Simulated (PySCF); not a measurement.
# C₂H₈N₂OSi: electronic excitations at several levels of theory

How much do the electronic excitations of C₂H₈N₂OSi (`CN[SiH2]C(N)=O`) depend on the level of theory, and what does each level cost?

The runs use PySCF 2.14.0, with density-fitted response routines of our own; the level of theory stands in each step. All values are computed, except where a source is named. Atoms are numbered from 0 throughout.

## Step 1: The molecule as given

14 atoms, charge 0, multiplicity 1; geometry from: GFN2-xTB. The atoms were then displaced at random by about 0.01 Å, so the start is not that level's minimum.

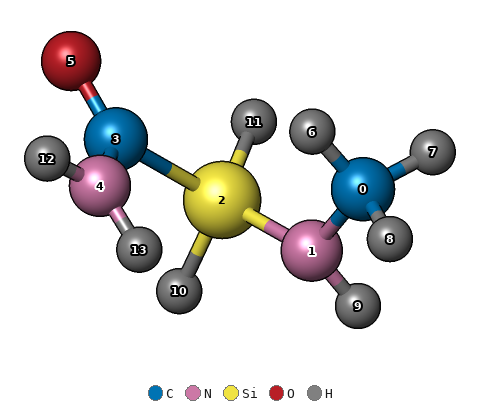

The starting geometry (carbon blue, nitrogen pink, silicon yellow, oxygen red, hydrogen grey), atoms numbered.

## Step 2: Relaxing the molecule at PBE0-D3(BJ)/def2-SVP

The job: settings as JSON, then the geometry in Å.

```
{"job": {"xc": "PBE0", "basis": "def2-SVP", "d3": "d3bj", "grid": 1, "shake": 0.01, "kind": "geom"}, "charge": 0, "multiplicity": 1}
C     -1.389630     1.083790     0.493510
N     -0.610880     0.783530    -0.674260
Si     0.000430    -0.791100    -1.002760
C      1.079100    -1.246140     0.560790
N      1.684860    -0.235110     1.168820
O      1.133050    -2.386390     0.971190
H     -1.050620     0.519980     1.335930
H     -2.456950     0.897230     0.334210
H     -1.309970     2.175410     0.749910
H     -0.904710     1.326590    -1.461630
H      0.891780    -0.577180    -2.136080
H     -0.927200    -1.875460    -1.223120
H      2.244970    -0.400810     1.971190
H      1.608620     0.710580     0.829850
```

Started as:

```
OMP_NUM_THREADS=1 python probes_run.py task.json out
```

The driver reads the jobs from task.json and runs them one after another.

The log of the run:

```text
step   0  E = -554.56456932  max force = 0.030756
step   1  E = -554.57110083  max force = 0.008746
step   2  E = -554.57144625  max force = 0.002963
step   3  E = -554.57169886  max force = 0.003425
step   4  E = -554.57192146  max force = 0.003451
step   5  E = -554.57220122  max force = 0.004604
step   6  E = -554.57231485  max force = 0.002397
step   7  E = -554.57238724  max force = 0.000747
step   8  E = -554.57240943  max force = 0.000685
step   9  E = -554.57241869  max force = 0.000437
optimisation converged
```

It took 91 s on 1 thread of Arm Neoverse V2, shared host; peak memory 0.49 GiB.

Step by step:

```
step  energy from step 0 (eV)  largest force component (eV/Å)
   0                   0.0000                          1.5815
   1                  -0.1777                          0.4497
   2                  -0.1871                          0.1524
   3                  -0.1940                          0.1761
   4                  -0.2001                          0.1775
   5                  -0.2077                          0.2367
   6                  -0.2108                          0.1233
   7                  -0.2127                          0.0384
   8                  -0.2133                          0.0352
   9                  -0.2136                          0.0225
```

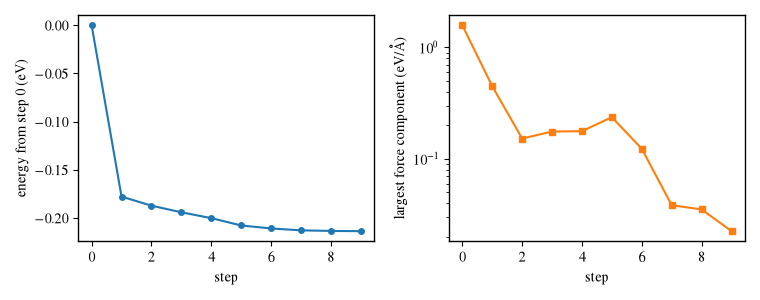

Energy and force, step by step.

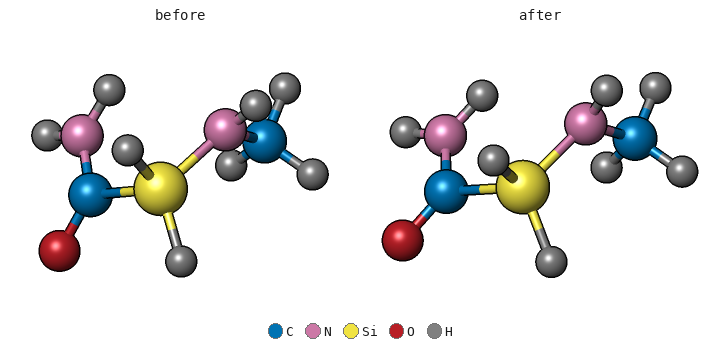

The geometry before (left) and after (right).

Close pairs (by a distance rule), those that changed most:

```
   bond  before (Å)  after (Å)  change (Å)
Si2–H11       1.444      1.495      +0.051
Si2–H10       1.458      1.492      +0.034
  C0–H6       1.069      1.102      +0.033
  C3–N4       1.326      1.357      +0.031
 Si2–C3       1.953      1.927      -0.027
 N1–Si2       1.721      1.743      +0.022
 N4–H12       0.992      1.014      +0.022
  C0–H8       1.124      1.103      -0.022
```

The end geometry stands in the next job.

```
                         at the end point                value
  point group (found at 0.08 Å tolerance)                   C1
rotational constants (GHz, main isotopes)  4.786, 1.835, 1.502
                        dipole moment (D)                 4.58
```

## Step 3: Excited states and response: PBE0/def2-TZVP

The job: settings as JSON, then the geometry in Å.

```
{"job": {"kind": "uv", "xc": "PBE0", "basis": "def2-TZVP"}, "charge": 0, "multiplicity": 1}
C     -1.586862     0.836937     0.680990
N     -0.619168     0.528135    -0.351020
Si    -0.071812    -1.099273    -0.651513
C      1.130857    -1.601245     0.767385
N      1.580260    -0.561034     1.514677
O      1.459504    -2.759819     0.942474
H     -1.371299     0.242141     1.583127
H     -2.635958     0.626978     0.396247
H     -1.527693     1.896812     0.979296
H     -0.679431     1.144605    -1.154458
H      0.667770    -1.079073    -1.946872
H     -1.154283    -2.129792    -0.697618
H      2.250518    -0.724037     2.258061
H      1.295518     0.381877     1.279141
```

Method: TDDFT PBE0/def2-TZVP, vertical, gas phase, core orbitals frozen in the response.

The log of the run:

```text
coarse grid: 11968 points
cycle   1  E = -554.8275577563  dE =  6.583e-01  |g| = 8.652e-01  |ddm| = 2.735e+00
cycle   2  E = -554.1953800421  dE =  6.322e-01  |g| = 1.939e+00  |ddm| = 2.863e+00
cycle   3  E = -554.9662465818  dE = -7.709e-01  |g| = 2.533e-01  |ddm| = 2.409e+00
cycle   4  E = -554.9770443996  dE = -1.080e-02  |g| = 1.193e-01  |ddm| = 2.233e-01
cycle   5  E = -554.9798733497  dE = -2.829e-03  |g| = 2.045e-02  |ddm| = 8.074e-02
cycle   6  E = -554.9799599093  dE = -8.656e-05  |g| = 7.017e-03  |ddm| = 1.901e-02
cycle   7  E = -554.9799707053  dE = -1.080e-05  |g| = 1.564e-03  |ddm| = 7.412e-03
cycle   8  E = -554.9799712295  dE = -5.242e-07  |g| = 4.883e-04  |ddm| = 1.873e-03
final grid: 110512 points
cycle   9  E = -554.9673440428  dE = -3.426e-05  |g| = 1.171e-02  |ddm| = 3.699e-02
cycle  10  E = -554.9672698644  dE =  7.418e-05  |g| = 2.281e-02  |ddm| = 1.902e-02
cycle  11  E = -554.9673690467  dE = -9.918e-05  |g| = 2.546e-03  |ddm| = 1.422e-02
cycle  12  E = -554.9673703410  dE = -1.294e-06  |g| = 3.677e-04  |ddm| = 1.916e-03
cycle  13  E = -554.9673703670  dE = -2.603e-08  |g| = 1.762e-04  |ddm| = 3.827e-04
cycle  14  E = -554.9673703733  dE = -6.238e-09  |g| = 3.605e-05  |ddm| = 1.249e-04
cycle  15  E = -554.9673703736  dE = -3.047e-10  |g| = 7.515e-06  |ddm| = 3.262e-05
converged SCF energy = -554.9673703736

Static polarisability (au): isotropic 68.830, principal 57.067 72.162 77.261

Singlet excitations
state   eV       nm        f      main configurations
  1   4.6683    265.6   0.00322   H->L 0.87
  2   5.8081    213.5   0.00288   H->L+1 0.47, H-1->L 0.38, H->L 0.10
  3   6.0864    203.7   0.00324   H-1->L 0.53, H->L+1 0.41
  4   6.6363    186.8   0.00283   H-1->L+1 0.39, H-2->L 0.28, H->L+2 0.27
  5   6.7035    185.0   0.02288   H->L+2 0.62, H-1->L+1 0.31
  6   6.9215    179.1   0.06409   H->L+3 0.73, H-2->L 0.12
  7   7.0045    177.0   0.08814   H-2->L 0.39, H->L+3 0.22, H-1->L+1 0.14
  8   7.2453    171.1   0.00521   H->L+4 0.51, H-2->L+1 0.31
  9   7.4419    166.6   0.00848   H-1->L+2 0.59, H-2->L+1 0.20
 10   7.4659    166.1   0.06942   H->L+4 0.29, H-1->L+2 0.27, H-2->L+1 0.23

Triplet excitations (Tamm-Dancoff, eV): 3.9999 4.9896 5.5427 5.9454
```

Run time: 51 s. Hardware: 1 thread of Arm Neoverse V2, shared host; peak memory 0.94 GiB.

The orbitals next to the gap, with their largest atomic shares:

```
orbital     eV                         atoms
 HOMO−3  -9.60  Si2 40 %, H10 26 %, H11 18 %
 HOMO−2  -7.86     N4 50 %, O5 34 %, C3 11 %
 HOMO−1  -7.50    N1 44 %, O5 16 %, Si2 12 %
   HOMO  -6.65     O5 42 %, C3 17 %, N1 16 %
   LUMO  -0.17    Si2 30 %, C3 28 %, O5 15 %
 LUMO+1   0.58    Si2 32 %, H9 13 %, C3 10 %
 LUMO+2   1.18     Si2 53 %, H8 11 %, H6 7 %
```

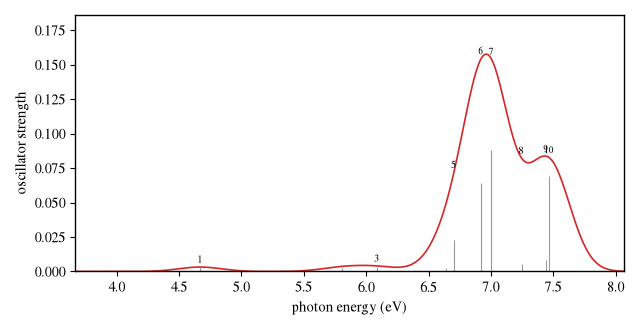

Absorption spectrum from the 10 singlet states computed; above the last one it falls off for lack of states. Lines are broadened to a width of 0.40 eV (Gaussian).

Further results of this job:

```
           property  computed
  dipole moment (D)      4.66
polarisability (Å³)     10.20
 HOMO–LUMO gap (eV)      6.47
      −ε(HOMO) (eV)      6.65
```

## Step 4: TDDFT and polarisability: PBE0/aug-cc-pVDZ

The job, as its differences from that of step 3:

```diff
@@ -1,2 +1,2 @@
-{"job": {"kind": "uv", "xc": "PBE0", "basis": "def2-TZVP"}, "charge": 0, "multiplicity": 1}
+{"job": {"kind": "uv", "xc": "PBE0", "basis": "aug-cc-pVDZ"}, "charge": 0, "multiplicity": 1}
 C     -1.586862     0.836937     0.680990
```

With the program's defaults for keys left out, this is: TDDFT PBE0/aug-cc-pVDZ, vertical, gas phase, core orbitals frozen in the response.

The log of the run:

```text
coarse grid: 11968 points
cycle   1  E = -554.7276872057  dE =  7.015e-01  |g| = 8.212e-01  |ddm| = 7.693e+00
cycle   2  E = -554.1096300530  dE =  6.181e-01  |g| = 1.879e+00  |ddm| = 3.108e+00
cycle   3  E = -554.8615263477  dE = -7.519e-01  |g| = 2.330e-01  |ddm| = 2.169e+00
cycle   4  E = -554.8708823689  dE = -9.356e-03  |g| = 1.132e-01  |ddm| = 4.375e-01
cycle   5  E = -554.8736284962  dE = -2.746e-03  |g| = 1.669e-02  |ddm| = 1.713e-01
cycle   6  E = -554.8736888884  dE = -6.039e-05  |g| = 5.978e-03  |ddm| = 3.607e-02
cycle   7  E = -554.8736972275  dE = -8.339e-06  |g| = 1.403e-03  |ddm| = 1.041e-02
final grid: 110512 points
cycle   8  E = -554.8848212039  dE = -4.038e-06  |g| = 1.294e-02  |ddm| = 1.133e-01
cycle   9  E = -554.8847192812  dE =  1.019e-04  |g| = 2.588e-02  |ddm| = 4.598e-02
cycle  10  E = -554.8848550369  dE = -1.358e-04  |g| = 2.624e-03  |ddm| = 2.967e-02
cycle  11  E = -554.8848565460  dE = -1.509e-06  |g| = 2.560e-04  |ddm| = 3.854e-03
cycle  12  E = -554.8848565590  dE = -1.300e-08  |g| = 1.430e-04  |ddm| = 6.088e-04
cycle  13  E = -554.8848565633  dE = -4.267e-09  |g| = 3.083e-05  |ddm| = 2.387e-04
cycle  14  E = -554.8848565635  dE = -2.456e-10  |g| = 7.458e-06  |ddm| = 7.319e-05
converged SCF energy = -554.8848565635

Static polarisability (au): isotropic 74.759, principal 63.055 77.950 83.272

Singlet excitations
state   eV       nm        f      main configurations
  1   4.6350    267.5   0.00237   H->L 0.43, H->L+1 0.41
  2   5.3157    233.2   0.00173   H->L 0.50, H->L+1 0.28, H-1->L 0.12
  3   5.7660    215.0   0.03135   H-1->L 0.46, H->L+1 0.25, H->L+2 0.20
  4   5.9699    207.7   0.00260   H->L+2 0.45, H-1->L 0.23, H->L+3 0.15
  5   6.1272    202.4   0.00711   H->L+3 0.58, H-1->L+1 0.16, H->L+2 0.16
  6   6.2227    199.2   0.00098   H-1->L+1 0.47, H-1->L 0.11, H->L+3 0.10
  7   6.3218    196.1   0.06501   H->L+4 0.60, H->L+5 0.28
  8   6.3646    194.8   0.02258   H->L+5 0.53, H->L+4 0.28
  9   6.4891    191.1   0.02023   H-2->L 0.64, H->L+6 0.12
 10   6.4996    190.8   0.01539   H->L+6 0.71

Triplet excitations (Tamm-Dancoff, eV): 4.0090 4.9862 5.1568 5.5929
```

It took 46 s on 1 thread of Arm Neoverse V2, shared host; peak memory 0.85 GiB.

Key values: HOMO -6.67 eV, LUMO -0.50 eV; lowest singlet 4.63 eV.

## Step 5: Excited states and response: PBE0/6-31+G*

The job, as its differences from that of step 4:

```diff
@@ -1,2 +1,2 @@
-{"job": {"kind": "uv", "xc": "PBE0", "basis": "aug-cc-pVDZ"}, "charge": 0, "multiplicity": 1}
+{"job": {"kind": "uv", "xc": "PBE0", "basis": "6-31+G*"}, "charge": 0, "multiplicity": 1}
 C     -1.586862     0.836937     0.680990
```

With the program's defaults for keys left out, this is: TDDFT PBE0/6-31+G*, vertical, gas phase, core orbitals frozen in the response.

The log of the run:

```text
coarse grid: 11968 points
cycle   1  E = -554.7518597328  dE =  6.858e-01  |g| = 8.082e-01  |ddm| = 3.576e+00
cycle   2  E = -554.1536298000  dE =  5.982e-01  |g| = 1.849e+00  |ddm| = 4.402e+00
cycle   3  E = -554.8841614112  dE = -7.305e-01  |g| = 2.244e-01  |ddm| = 3.708e+00
cycle   4  E = -554.8929433582  dE = -8.782e-03  |g| = 1.092e-01  |ddm| = 3.231e-01
cycle   5  E = -554.8955214934  dE = -2.578e-03  |g| = 1.602e-02  |ddm| = 1.261e-01
cycle   6  E = -554.8955784766  dE = -5.698e-05  |g| = 5.380e-03  |ddm| = 2.456e-02
cycle   7  E = -554.8955853976  dE = -6.921e-06  |g| = 1.210e-03  |ddm| = 8.761e-03
final grid: 110512 points
cycle   8  E = -554.8334777865  dE = -2.688e-07  |g| = 1.301e-02  |ddm| = 2.829e-02
cycle   9  E = -554.8333747002  dE =  1.031e-04  |g| = 2.595e-02  |ddm| = 3.603e-02
cycle  10  E = -554.8335125594  dE = -1.379e-04  |g| = 2.683e-03  |ddm| = 2.709e-02
cycle  11  E = -554.8335141626  dE = -1.603e-06  |g| = 2.579e-04  |ddm| = 3.016e-03
cycle  12  E = -554.8335141756  dE = -1.293e-08  |g| = 1.412e-04  |ddm| = 4.759e-04
cycle  13  E = -554.8335141798  dE = -4.216e-09  |g| = 2.935e-05  |ddm| = 1.560e-04
cycle  14  E = -554.8335141800  dE = -2.198e-10  |g| = 6.872e-06  |ddm| = 6.817e-05
converged SCF energy = -554.8335141800

Static polarisability (au): isotropic 67.865, principal 56.863 70.505 76.227

Singlet excitations
state   eV       nm        f      main configurations
  1   4.7155    262.9   0.00328   H->L 0.63, H->L+1 0.25
  2   5.4826    226.1   0.00033   H->L+1 0.42, H->L 0.31, H-1->L 0.19
  3   5.9429    208.6   0.02145   H-1->L 0.65, H->L+1 0.25
  4   6.1187    202.6   0.01271   H->L+2 0.84
  5   6.4066    193.5   0.00755   H-1->L+1 0.72
  6   6.5726    188.6   0.01565   H->L+3 0.60, H->L+5 0.09
  7   6.6202    187.3   0.03730   H-2->L 0.53, H->L+4 0.21, H-2->L+1 0.09
  8   6.6378    186.8   0.09592   H->L+4 0.53, H->L+3 0.20, H->L+5 0.18
  9   6.6851    185.5   0.00901   H->L+5 0.57, H->L+4 0.11, H-2->L+1 0.11
 10   6.8323    181.5   0.01985   H->L+6 0.88

Triplet excitations (Tamm-Dancoff, eV): 4.0920 5.0145 5.2856 5.7696
```

It took 19 s on 1 thread of Arm Neoverse V2, shared host; peak memory 0.69 GiB.

Key values: HOMO -6.69 eV, LUMO -0.35 eV; lowest singlet 4.72 eV.

## Step 6: Run by run: electronic excitations

Excitations and ground-state properties, with basis size and wall time:

```
             run  lowest singlet (eV)  brightest (eV)      f  gap (eV)  α (Å³)  μ (D)  functions  time
  PBE0/def2-TZVP                 4.67            7.00  0.088      6.47   10.20   4.66        240  51 s
PBE0/aug-cc-pVDZ                 4.63            6.32  0.065      6.18   11.08   4.63        214  46 s
    PBE0/6-31+G*                 4.72            6.64  0.096      6.34   10.06   4.78        128  19 s
```

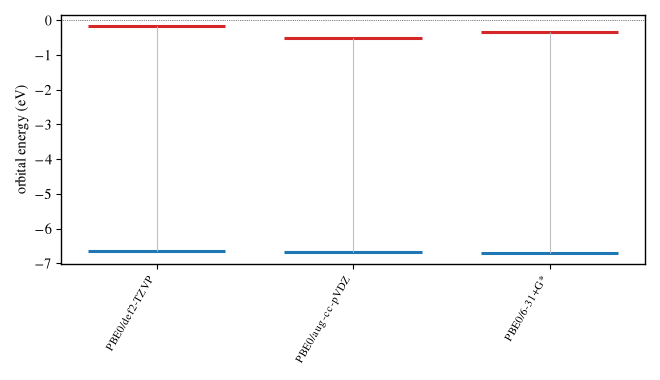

HOMO (blue) and LUMO (red) run by run.

## Step 7: Summary of results

```
                                quantity                        value
                             point group                           C1
    rotational constants (main isotopes)         4.79, 1.84, 1.50 GHz
         lowest singlet (PBE0/def2-TZVP)  4.67 eV (266 nm), f = 0.003
brightest single state of those computed  state 7, 7.00 eV, f = 0.088
                          lowest triplet                      4.00 eV
             range of the lowest singlet              4.63 to 4.72 eV
```

Single values in the summary come from the first sound run of each kind (PBE0/def2-TZVP), which need not be the best level. The start of the PBE0/def2-SVP relaxation was shaken at random by about 0.01 Å, so part of the energy gained, and of the first lengths quoted, undoes that. Relaxing lowered the energy by 0.214 eV in 9 steps; the close pair that moved most is Si2–H11, from 1.444 to 1.495 Å. The lowest singlet, at 4.67 eV, is HOMO→LUMO 0.87 and is weak; of the 10 states computed, the strongest absorption comes from state 7 at 7.00 eV (the last state computed absorbs too, and its partners may lie past the list). The lowest triplet lies 0.67 eV below the lowest singlet (triplets in Tamm-Dancoff, singlets in full TDDFT). At PBE0/def2-TZVP, states above −ε(HOMO) (6.65 eV) lie where TDDFT describes them poorly and they hang on the basis; the brightest is among them. The basis of PBE0/def2-TZVP has no diffuse functions, so Rydberg states are missing and the high states are unreliable. The lowest singlet runs from 4.63 eV (PBE0/aug-cc-pVDZ) to 4.72 eV (PBE0/6-31+G*), while the orbital gap spans 6.18 to 6.47 eV. The lowest state need not be the same one in every run.
